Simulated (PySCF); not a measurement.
CH3F3OSi2 (SMILES F[Si](F)(F)O[C][SiH3])

Input

```
{"job": {"kind": "nmr", "xc": "PBE0", "basis": "pcSseg-2"}, "charge": 0, "multiplicity": 1}
C      0.534840    -0.916428     1.064557
Si    -1.366793    -0.611146     1.122529
O      1.322845    -0.371496     0.168584
Si     1.269768     0.651720    -1.139561
F      1.991164    -0.081111    -2.344997
F      2.058955     1.974680    -0.764967
F     -0.224485     1.009248    -1.546276
H     -1.570834    -0.237117     2.553795
H     -1.869192    -2.002571     0.900949
H     -2.124188     0.340558     0.240535
```

Command:

```sh
OMP_NUM_THREADS=1 python cluster_run.py task.json out
```

Geometry: PBE0-D3(BJ)/def2-SVP.

All numbers below come from PBE0/pcSseg-2, SCF density, gas phase, non-relativistic in PySCF 2.14.0.

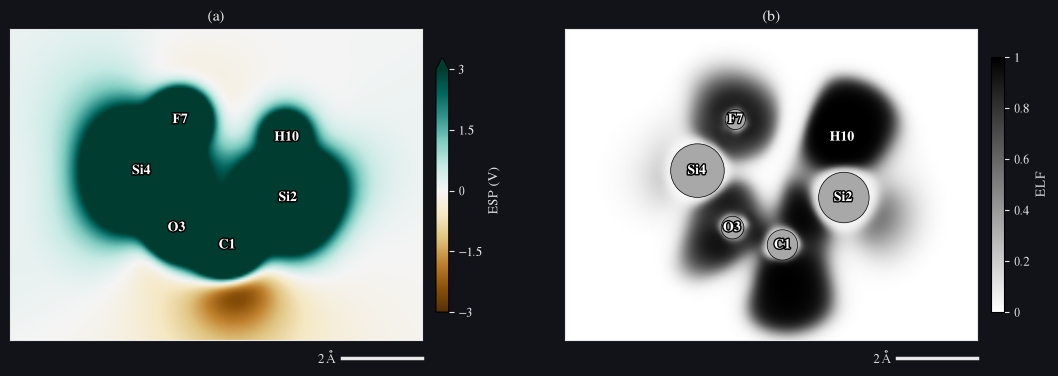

Figure 1. (a) electrostatic potential; (b) electron localisation function on the plane of atoms Si2, C1 and O3. Grey discs cover the atomic cores in the ELF map.

Describe what can be read from this map.

The section cuts through C, Si, O, F and H sites.
C–O (1.31 Å): the ELF peaks at about 0.85 between the atoms: a polar covalent bond.
Si–F (1.59 Å): the ELF peaks at about 0.85 in the valence shell of F, 0.6 Å from its nucleus, and is about 0.55 at the midpoint.
Si–O (1.66 Å): the ELF peaks at about 0.85 between the atoms: a shared but strongly polarised pair.
C–Si (1.93 Å): the ELF peaks at about 0.95 between the atoms: a shared electron pair.
Si–H (1.50 Å): the ELF climbs to about 1 towards the hydrogen, as it does in any bond to H.
The ELF also peaks beside C1, O3 and F7, away from the bonds: lone-pair regions.
Outside the dense part of the molecule the potential is most negative (−2.5 V) near C1.

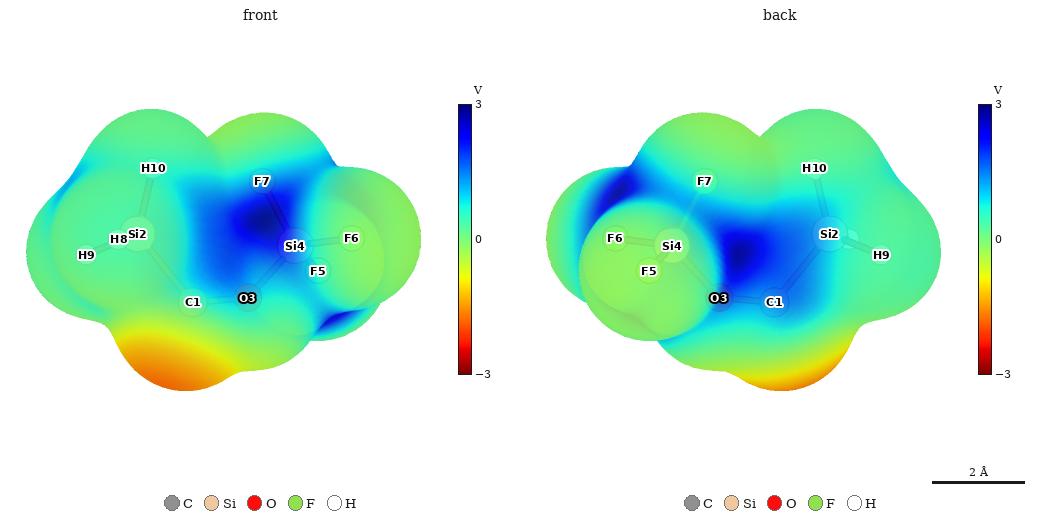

Figure 2. The molecular electrostatic potential painted on the density surface at 0.002 e/bohr³, seen from the front and from behind; red is negative and blue positive.

Which sites attract a positive test charge, and which a negative one?

A positive charge is drawn to the negative regions and a negative charge to the positive ones. The most negative region (about −1.7 V) lies over C1, the most positive (about +2.8 V) over Si4.

How polar is the molecule by this calculation?

Its dipole moment is 1.55 D.
